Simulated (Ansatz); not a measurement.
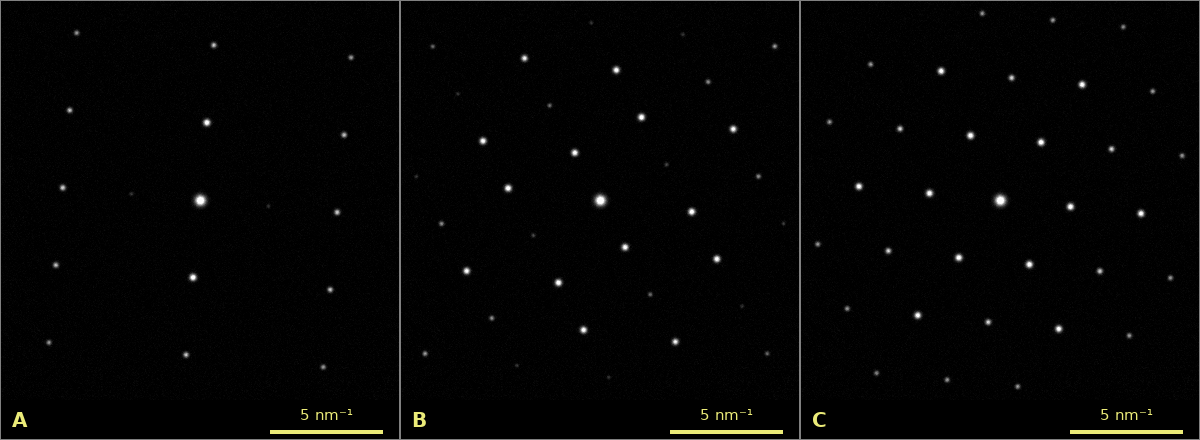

Kinematic electron diffraction patterns (120 kV, B = 0.5 Å², same scale, each along a low-index zone) of three structures of composition Na2Sc, each relaxed at zero pressure with DFT PBE, scalar-relativistic, plane waves, PAW in Ansatz. The runs are not spin-polarised.

The structures (standard cells):
1. I4/mcm (No. 140), a = 8.304 Å, c = 5.886 Å, 12 atoms; generated start, possibly hypothetical
2. Fd-3m (No. 227), a = 8.872 Å, 24 atoms; generated start, possibly hypothetical
3. P6/mmm (No. 191), a = 5.720 Å, c = 3.227 Å (hexagonal axes), 3 atoms; generated start, possibly hypothetical

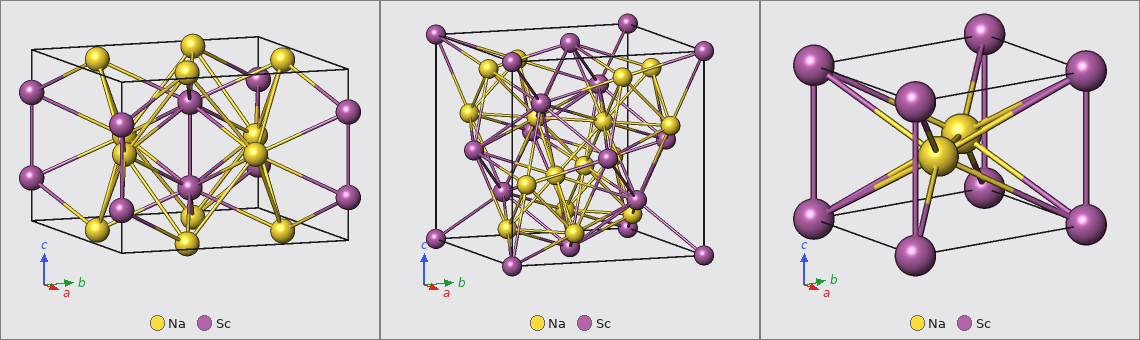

Drawings of the structures 1 to 3, from left to right (each may span several cells).

Q: Which pattern belongs to which structure, and along which zone?

A: A is structure 3 along [210] or an equivalent direction: rectangular net of 0 0 1 (weak) at d = 3.23 Å and 1 -2 0 at d = 2.86 Å, 90.0° apart (some points of this net are extinct or too weak to see). B is structure 1 along [100] or an equivalent direction: rectangular net of 0 2 0 at d = 4.15 Å and 0 0 2 (weak) at d = 2.94 Å, 90.0° apart (some points of this net are extinct or too weak to see). C is structure 2 along [111] or an equivalent direction: hexagonal net of -2 2 0 at d = 3.14 Å and -2 0 2 at d = 3.14 Å, 60.0° apart.

Q: Rank the structures by their computed energy.

A: Structure 3 (P6/mmm, 30.47 Å³ an atom) is the lowest of these; structure 2 (Fd-3m, 29.10 Å³ an atom) lies about 40 meV an atom higher; structure 1 (I4/mcm, 33.83 Å³ an atom) lies about 74 meV an atom higher. These are static energies at 0 K; other structures, not shown, may lie lower still.
